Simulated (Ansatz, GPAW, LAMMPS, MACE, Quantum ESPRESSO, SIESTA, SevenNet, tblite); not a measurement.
**Liquid (Cs,Li,Na)Cl at 1300 K (98 atoms): one structure in several programs**

How near do other programs and methods come to a plane-wave reference for liquid (Cs,Li,Na)Cl at 1300 K (98 atoms)? A plane-wave run serves as the reference.

Program: Quantum ESPRESSO 7.5. Level of theory: Kohn-Sham DFT, PBE, SSSP efficiency 1.3.0 pseudopotentials, plane waves. Results are calculated unless marked as measured.

### Step 1. The structure

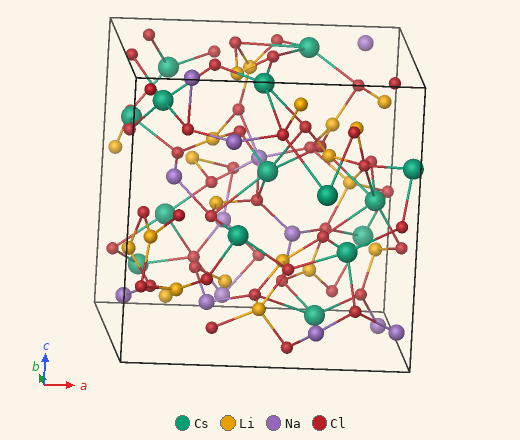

The cell as given, slightly off an axis (caesium teal, lithium orange, sodium purple, chlorine red). Bonds to atoms that aren't drawn are left out.

The cell holds 98 atoms: 15 Cs, 21 Li, 13 Na and 49 Cl. Cell: a = 15.265 Å, b = 15.265 Å, c = 15.265 Å, α = 90.0°, β = 90.0°, γ = 90.0°. 98 atoms (15 Cs, 21 Li, 13 Na, 49 Cl) placed at random at 1.95 g/cm³, melted at 1800 K for 10 ps at fixed volume with the Lennard-Jones and Coulomb ion parameters for SPC/E (Joung and Cheatham, J. Phys. Chem. B 112, 9020 (2008)), full charges. Snapshot at the end of a hold of 20 ps at 1300 K and fixed volume.

### Step 2. Reference: Quantum ESPRESSO, plane waves

The input, pw.in:

```
&control
  calculation = 'scf'
  pseudo_dir = './pseudo'
  outdir = './tmp'
  disk_io = 'none'
  tprnfor = .true.
  tstress = .true.
/
&system
  ibrav = 0
  nat = 98
  ntyp = 4
  ecutwfc = 45
  ecutrho = 360
  nosym = .true.
  occupations = 'smearing'
  smearing = 'fd'
  degauss = 0.003675
/
&electrons
  conv_thr = 4.9e-07
  electron_maxstep = 100
  mixing_beta = 0.4
  mixing_mode = 'plain'
  diagonalization = 'david'
/
ATOMIC_SPECIES
Cs 132.905 Cs.upf
Li 6.940 Li.upf
Na 22.990 Na.upf
Cl 35.450 Cl.upf
CELL_PARAMETERS angstrom
15.26530 0.00000 0.00000
0.00000 15.26530 0.00000
0.00000 0.00000 15.26530
ATOMIC_POSITIONS crystal
Cs 0.20668 0.79617 0.36045
Cs 0.47479 0.31831 0.93055
Cs 0.19892 0.89015 0.85611
Cs 0.70428 0.43350 0.09806
Cs 0.05986 0.67943 0.72239
Cs 0.13546 0.91984 0.15576
Cs 0.68487 0.02330 0.60597
Cs 0.51358 0.41314 0.60158
Cs 0.90367 0.90362 0.28393
Cs 0.66439 0.73055 0.97544
Cs 0.13331 0.35709 0.85006
Cs 0.98816 0.14483 0.68326
[... 82 atom lines left out ...]
Cl 0.52250 0.53611 0.98018
Cl 0.57932 0.18145 0.30795
Cl 0.58800 0.16324 0.03769
Cl 0.81098 0.10230 0.18476
K_POINTS gamma
```

On the command line:

```bash
$ OMP_NUM_THREADS=1 pw.x -in pw.in > output.txt
```

Log:

```text
Program PWSCF
     gamma-point specific algorithms are used
     sticks:   dense  smooth     PW     G-vecs:    dense   smooth      PW
     Sum       23849   11913   2965              2768495   979259  122321
     bravais-lattice index     =            0
     lattice parameter (alat)  =      28.8472  a.u.
     unit-cell volume          =   24005.6037 (a.u.)^3
     number of atoms/cell      =           98
     number of atomic types    =            4
     number of electrons       =       658.00
     number of Kohn-Sham states=          395
     kinetic-energy cutoff     =      45.0000  Ry
     charge density cutoff     =     360.0000  Ry
     scf convergence threshold =      4.9E-07
     mixing beta               =       0.4000
[... lines left out ...]
     number of k points=     1  Fermi-Dirac smearing, width (Ry)=  0.0037
[... lines left out ...]
     total energy              =   -4131.91109496 Ry
[... lines left out ...]
     total energy              =   -4132.48092694 Ry
[... lines left out ...]
     c_bands:  1 eigenvalues not converged
[... lines left out ...]
     total energy              =   -4132.55873971 Ry
[... lines left out ...]
     c_bands:  1 eigenvalues not converged
[... lines left out ...]
     total energy              =   -4132.57342039 Ry
[... lines left out ...]
     total energy              =   -4132.57342874 Ry
[... lines left out ...]
   -50.4245 -50.3939 -50.2817 -50.2740 -50.2106 -46.0941 -45.6501 -45.5740
   -45.3564 -45.3338 -45.0021 -44.9990 -44.9482 -44.9258 -44.8869 -44.8542
[...]
6.1507   6.1698   6.2070   6.2196   6.2898   6.3024   6.3075   6.3403
     6.3594   6.3760   6.4125   6.4404   6.4499   6.4963   6.5057   6.5465
     6.5660   6.5848   6.6150
     the Fermi energy is     2.0224 ev
!    total energy              =   -4132.57343184 Ry
     estimated scf accuracy    <       0.00000007 Ry
     smearing contrib. (-TS)   =      -0.00000000 Ry
     internal energy E=F+TS    =   -4132.57343184 Ry
     The total energy is F=E-TS. E is the sum of the following terms:
     one-electron contribution =   -2425.98643759 Ry
     hartree contribution      =    1358.51905046 Ry
     xc contribution           =   -1177.32972670 Ry
     ewald contribution        =   -1887.77631801 Ry
     convergence has been achieved in  10 iterations
     negative rho (up, down):  7.127E-01 0.000E+00
     Forces acting on atoms (cartesian axes, Ry/au):
     atom    1 type  1   force =    -0.05790940   -0.01448056    0.02758691
     atom    2 type  1   force =     0.01155089   -0.01032691   -0.00043621
     atom    3 type  1   force =    -0.01582668   -0.01793334   -0.00639032
[...]
atom   97 type  4   force =    -0.00096440   -0.02094395    0.00713181
     atom   98 type  4   force =     0.01898644    0.00040216   -0.01218834
     Total force =     0.245948     Total SCF correction =     0.000612
     Computing stress (Cartesian axis) and pressure
     negative rho (up, down):  7.127E-01 0.000E+00
          total   stress  (Ry/bohr**3)                   (kbar)     P=       -3.77
  -0.00001657  -0.00000353  -0.00000751           -2.44       -0.52       -1.10
  -0.00000353  -0.00002051   0.00000330           -0.52       -3.02        0.49
  -0.00000751   0.00000330  -0.00003987           -1.10        0.49       -5.87
     Message from routine punch:
     Nothing written, as per user request (disk_io='none')
```

It took 36 min on 1 thread of Arm Neoverse V1, shared host; peak memory 9.1 GiB.

Banners, paths, timers and routine set-up lines are dropped from the logs unmarked, and long logs keep their key lines alone; longer cuts are marked.

Numbers from this run:

- r.m.s. force component: 0.3688 eV/Å
- longest force: 1.762 eV/Å
- pressure: -0.3777 GPa
- gap (highest filled to lowest empty level): 2.921 eV

### Step 3. Local order

g(r), total and by pair (bins of 0.2 Å):

```
r (Å)  total  Cl-Cl  Cl-Li  Cl-Cs  Cl-Na  Li-Li  Li-Cs
 2.10   0.07   0.00   0.30   0.00   0.00   0.00   0.00
 2.30   0.77   0.00   3.60   0.00   0.00   0.00   0.00
 2.50   1.71   0.00   7.55   0.00   0.67   0.00   0.00
 2.70   1.29   0.00   2.43   0.00   5.76   0.00   0.00
 2.90   0.91   0.00   1.14   0.89   3.98   0.00   0.00
 3.10   1.04   0.00   0.72   3.99   1.39   0.64   0.00
 3.30   0.67   0.22   0.37   2.30   0.62   1.18   0.79
 3.50   1.10   1.52   0.11   2.20   1.30   0.52   0.73
 3.70   1.03   1.10   0.61   1.70   0.65   2.29   1.31
 3.90   1.01   1.41   0.64   1.01   0.44   1.70   1.77
 4.10   1.05   1.61   0.41   0.92   0.26   1.92   1.60
 4.30   1.03   1.98   0.22   0.53   0.35   0.34   2.16
 4.50   0.93   1.17   0.55   0.67   0.33   1.92   0.87
 4.70   1.25   1.65   0.62   0.61   1.00   0.87   1.62
 4.90   1.06   1.52   0.80   0.48   1.10   0.28   1.88
 5.10   0.90   0.91   0.95   0.45   0.60   0.98   1.39
 5.30   0.94   0.80   1.03   0.89   0.95   0.23   1.13
 5.50   1.01   0.90   1.14   0.95   0.66   0.65   1.49
 5.70   0.96   0.62   1.31   1.12   1.44   0.00   0.82
 5.90   0.97   0.74   1.43   1.16   1.16   0.19   0.91
 6.10   1.02   0.89   1.25   0.93   1.19   0.88   1.21
 6.30   1.02   0.96   1.17   1.07   1.40   0.97   0.90
 6.50   1.00   0.79   1.15   1.22   1.00   0.90   0.96
 6.70   0.81   0.58   0.89   0.73   1.29   0.86   0.80
 6.90   1.07   1.04   1.01   1.46   1.11   0.68   1.04
 7.10   0.99   0.96   1.18   1.26   0.88   1.15   0.53
 7.30   1.04   0.91   0.90   1.27   1.09   1.44   0.84
 7.50   1.00   1.19   0.64   0.99   1.11   0.91   0.96
```

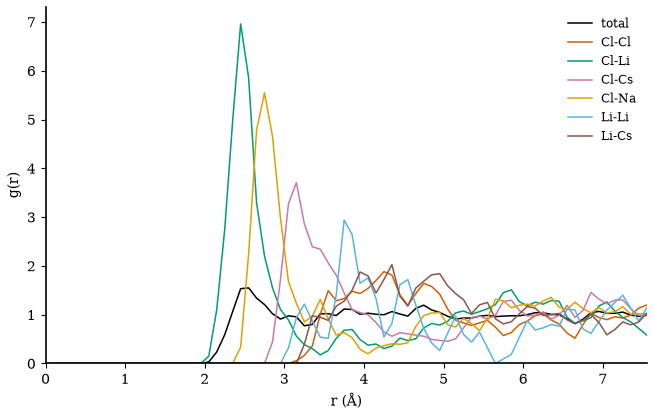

Pair distribution functions, lightly smoothed.

Bonds by pair of elements; cutoffs follow the first minimum of g(r), held within bounds set by covalent radii, and pairs that aren't listed don't count as bonded (cutoffs were set anew for this text, so counts can differ from the run's own analysis):

```
pair A-B  cutoff (Å)  bonds  mean length (Å)  spread (Å)  shortest (Å)  B about A  A about B
   Cl-Li        3.06     70             2.54       0.196          2.13       1.43       3.33
   Cl-Cs        4.05     73             3.42       0.303          2.91       1.49       4.87
   Cl-Na        3.27     43             2.84       0.169          2.57      0.878       3.31
```

The cutoffs for Cl-Li, Cl-Cs and Cl-Na fall short of the minimum of g(r), so counts run low and odd coordinations can be artefacts.

How many atoms have how many bonded neighbours:

```
element  mean  2   3   4  5  6  7
     Cl  3.80  2  12  29  6  0  0
     Cs  4.87  0   0   8  2  4  1
     Li  3.33  3   8  10  0  0  0
     Na  3.31  2   6   4  1  0  0
```

### Step 4. The ladder

The programs:
- GPAW 26.7.0: PAW with atomic orbitals (LCAO), plane waves or a real-space grid of spacing h.
- MACE: machine-learned potential, published weights.
- SIESTA 5.4.2: numerical atomic orbitals, whose automatically made sets are far from complete, with PseudoDojo norm-conserving potentials that we converted to its format (checked against plane waves on the same files for H, C, O, Si, Ge and Ca alone); labels give functional, basis size, energy shift and mesh cutoff.
- SevenNet: machine-learned potential, published weights.
- tblite 0.8.0: extended tight binding, driven from Python.

All use the same cell and atoms; the electronic-structure runs use the same k-mesh, and an electronic temperature of 580 K (0.05 eV) where levels are smeared.

Differences are against the plane-wave reference, forces as r.m.s. over components; share is that over the reference's r.m.s. force, slope the least-squares factor from reference forces to these. Total energies of different programs have different zeros and aren't compared.

```
                                                 run  Δ force, r.m.s. (meV/Å)  share (%)  slope  Δ pressure (GPa)  Δ gap (eV)  cores  CPU time  memory (GiB)
                                           reference                        -          -      -                 -           -      1    36 min           9.1
                         GPAW PBE, LCAO dzp, h 0.2 Å                     48.9       13.3  1.073                 -      -0.132      1   8.8 min           3.2
   GPAW PBE, LCAO dzp, h 0.2 Å, other mixer settings                     48.6       13.2  1.074                 -      -0.133      2    12 min           3.2
               GPAW PBE, LCAO dzp, h 0.22 Å (coarse)                     47.3       12.8  1.075                 -      -0.132      1   6.5 min           2.4
            GPAW PBE, LCAO sz(dzp), h 0.2 Å (coarse)                      124       33.6  1.078                 -      -0.595      1     3 min           2.5
                         MACE MP-0b2 small potential                     94.3       25.6  1.054            -0.234           -      1     7.2 s          0.67
         SIESTA PBE, DZP, shift 0.01 Ry, mesh 500 Ry                     99.6       27.0  1.196             -0.67      -0.435      2   8.6 min           4.1
         SIESTA PBE, DZP, shift 0.02 Ry, mesh 500 Ry                      156       42.4  1.279             -2.33      -0.661      2   6.7 min           3.5
SIESTA PBE, SZP, shift 0.01 Ry, mesh 500 Ry (coarse)                      135       36.5  1.266            -0.771      -0.568      2   7.2 min           3.8
         SIESTA PBE, TZP, shift 0.01 Ry, mesh 500 Ry                      101       27.3  1.197            -0.757      -0.435      4    10 min           4.9
                                SevenNet 0 potential                     72.6       19.7  1.040            0.0779           -      1     7.6 s           0.7
                             SevenNet l3i5 potential                     61.5       16.7  1.025            -0.025           -      1     9.7 s          0.94
                                     tblite GFN1-xTB                      205       55.7  0.579             -2.61           -      1     5.3 s           0.2
```

Rows marked coarse were listed beforehand as settings not expected to be converged; some can still land near the reference.

Times of the machine-learned potentials are mostly Python's start and the loading of weights.

CPU time is summed over cores on a shared host, where runs went side by side, so it is rough. Symmetry, cutoffs, thresholds, outputs and thread counts weren't matched or tuned between programs; memory under MPI is the largest rank's times the ranks.

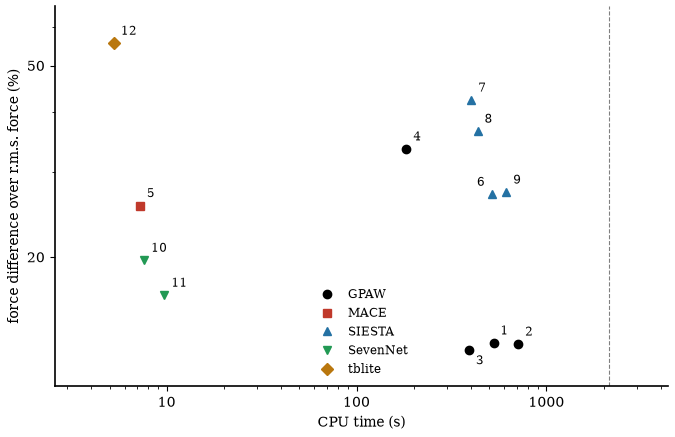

Force difference against CPU time; the dashed line marks the reference's time. Points: 1 GPAW PBE, LCAO dzp, h 0.2 Å; 2 GPAW PBE, LCAO dzp, h 0.2 Å, other mixer settings; 3 GPAW PBE, LCAO dzp, h 0.22 Å; 4 GPAW PBE, LCAO sz(dzp), h 0.2 Å; 5 MACE MP-0b2 small potential; 6 SIESTA PBE, DZP, shift 0.01 Ry, mesh 500 Ry; 7 SIESTA PBE, DZP, shift 0.02 Ry, mesh 500 Ry; 8 SIESTA PBE, SZP, shift 0.01 Ry, mesh 500 Ry; 9 SIESTA PBE, TZP, shift 0.01 Ry, mesh 500 Ry; 10 SevenNet 0 potential; 11 SevenNet l3i5 potential; 12 tblite GFN1-xTB.

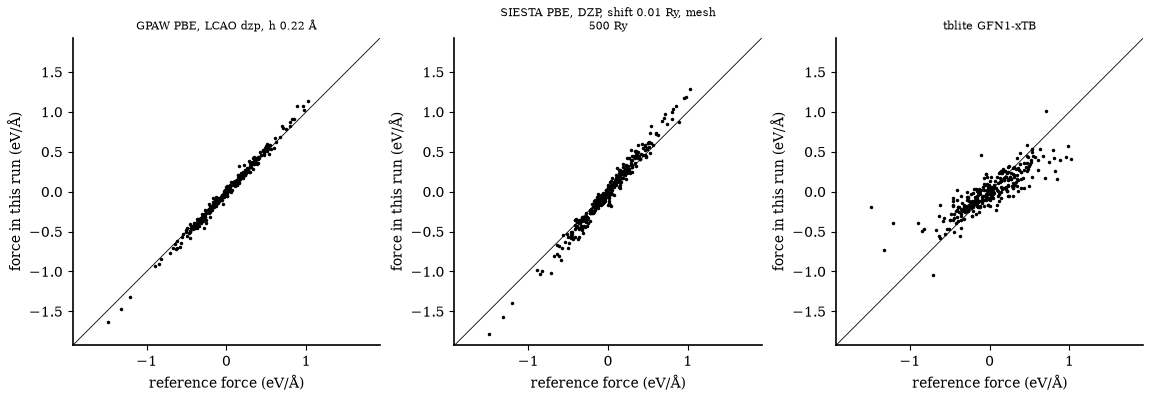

Force components against those of the reference; the line marks equality.

Mean charges by element (e), by run and scheme:

```
                                        run     scheme     Cs     Li     Na     Cl
SIESTA PBE, DZP, shift 0.01 Ry, mesh 500 Ry  Hirshfeld  +0.38  +0.12  +0.30  -0.25
SIESTA PBE, DZP, shift 0.02 Ry, mesh 500 Ry  Hirshfeld  +0.37  +0.07  +0.27  -0.21
SIESTA PBE, TZP, shift 0.01 Ry, mesh 500 Ry  Hirshfeld  +0.39  +0.12  +0.30  -0.25
                            tblite GFN1-xTB   Mulliken  +0.78  +0.46  +0.74  -0.63
```

Within one program, basis, potentials and functional, energies share a zero. Each run against its twin at the usual cutoff or grid and solver:

```
                                              run               twin  Δ energy (meV/atom)  Δ force, r.m.s. (meV/Å)        CPU time over the twin's
GPAW PBE, LCAO dzp, h 0.2 Å, other mixer settings  LCAO dzp, h 0.2 Å                    0                     1.99  1.3 (this twin ran on 1 cores)
                     GPAW PBE, LCAO dzp, h 0.22 Å  LCAO dzp, h 0.2 Å                 31.7                     21.0                            0.74
```

### Step 5. Results

```json
{
 "reference r.m.s. force component": "0.369 eV/Å",
 "nearest in forces": "a tie at 13 % of 3 runs: GPAW PBE, LCAO dzp, h 0.2 Å; GPAW PBE, LCAO dzp, h 0.2 Å, other mixer settings; GPAW PBE, LCAO dzp, h 0.22 Å (coarse)",
 "farthest in forces": "tblite GFN1-xTB, 56 %",
 "cheapest electronic-structure run beside the reference": "tblite GFN1-xTB, 5.3 s of CPU time"
}
```

What this shows: The PBE runs in local orbitals, coarse settings apart, differ by 13 % (GPAW PBE, LCAO dzp, h 0.2 Å, other mixer settings) to 42 % (SIESTA PBE, DZP, shift 0.02 Ry, mesh 500 Ry); basis, grid and potentials can all enter. Tight binding differs by 56 % (tblite GFN1-xTB); it is another model, with fitted parameters of its own, and the xTB methods hold dispersion. Machine-learned potentials differ by 17 % (SevenNet l3i5 potential) to 26 % (MACE MP-0b2 small potential); they were trained on other programs' data. Runs with settings chosen to be coarse differ by 13 % (GPAW PBE, LCAO dzp, h 0.22 Å) to 37 % (SIESTA PBE, SZP, shift 0.01 Ry, mesh 500 Ry), their programs' other errors included. Of the electronic-structure runs that take under half the reference's CPU time, GPAW PBE, LCAO dzp, h 0.22 Å is among the nearest, at 13 % in 6.5 min against 36 min. SIESTA PBE, DZP, shift 0.02 Ry, mesh 500 Ry stiffens the forces by a factor of 1.28 while following their directions (correlation 0.970); the slopes of the 4 SIESTA runs lie between 1.20 and 1.28. At the same functional, gaps differ from the reference's 2.92 eV by between -0.66 and -0.13 eV. In pressure, SIESTA PBE, DZP, shift 0.02 Ry, mesh 500 Ry misses by -2.3 GPa, at the same functional. Charges hang on model, scheme and program or settings: among these rows the mean for Na runs from +0.27 to +0.74 e. In the reference: filled and empty levels are parted by 2.92 eV (on the run's k-points); a semilocal functional tends to put such gaps too low. In a disordered cell it changes from sample to sample and from frame to frame. In the reference: first main peaks of g(r), for some of the pairs, lie near 2.4 Å (Cl-Li), 3.1 Å (Cl-Cs) and 2.8 Å (Cl-Na). Periodic xTB results under one method name differ between programs and library versions. The potentials hold different valence shells: 658 electrons in the reference, 590 in GPAW; this bears on time and differences. The reference's pressure holds the uncorrected Pulay stress of its 45 Ry basis, so small pressure differences, and their order, may be the reference's own error. The frame stands for 1300 K, but pressures are static and levels are smeared at 580 K. The network of bonds at the start is that of the classical potential that made the cell, and needn't be the one that DFT or experiment would give. The ion parameters were fitted for water, not for melts, so the starting structure of this cell may lie well off the real melt's. The electronic-structure runs sample only Γ, in a cell whose shortest periodic width is 15 Å. Spin–orbit coupling is left out, which matters for the levels of the heavy elements.

[Also dropped from logs without a mark: logging warnings of Python, and SIESTA's first energy breakdown and zero terms.]

[Logs are printed without paths, hosts, clocks, repeated set-up lines and the standing remarks that a program may print on its own settings, such as how far it seeks lower states.]

[Hosts, paths, dates, database ids (printed as entryN), source tags and the programs' standing remarks are cut or masked in the printed files.]
